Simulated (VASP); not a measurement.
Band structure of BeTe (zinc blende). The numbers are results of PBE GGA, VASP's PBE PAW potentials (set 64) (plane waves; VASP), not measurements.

Unless said otherwise, spin-orbit coupling is left out, though it shifts the bands of the heavy elements here.

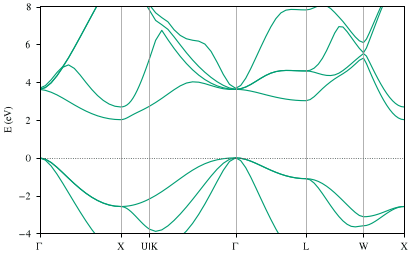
Bands along high-symmetry lines, zero at the valence-band maximum or, without a gap, the Fermi level

Question: Read the plot: is there a gap, and where are the band edges?

Answer: The gap is indirect, 2.02 eV, from the valence maximum at Γ to the conduction minimum at X. (Edges off the drawn lines would not show.)

Measured: gap 2.80 eV (computed value off by -0.78 eV), as given by Das et al., (2018), arXiv:1807.05623.

The compound is BeTe in the zinc blende structure. It was relaxed first.
